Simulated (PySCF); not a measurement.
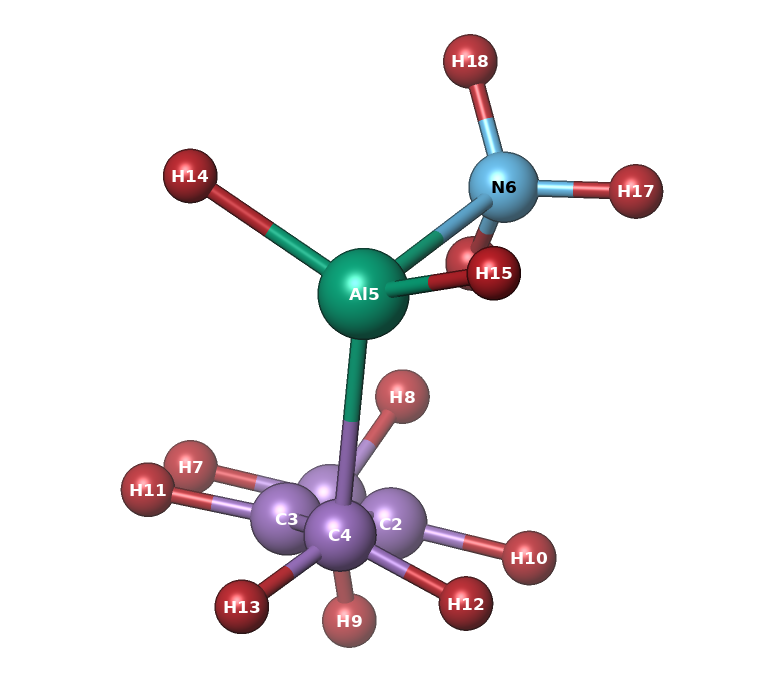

C3 lies behind C4. The molecule seen a little off the C4–C3 bond, C4 in front. Atoms fade into the background with distance from the viewer. Computed geometry: PBE0-D3(BJ)/def2-SVP optimisation. No frequency run is at hand to confirm it as a minimum.

What is the torsion angle Al5–C4–C3–C2? The sign is positive where the front bond must turn clockwise to cover the back bond.

Answer. 97°, about perpendicular.
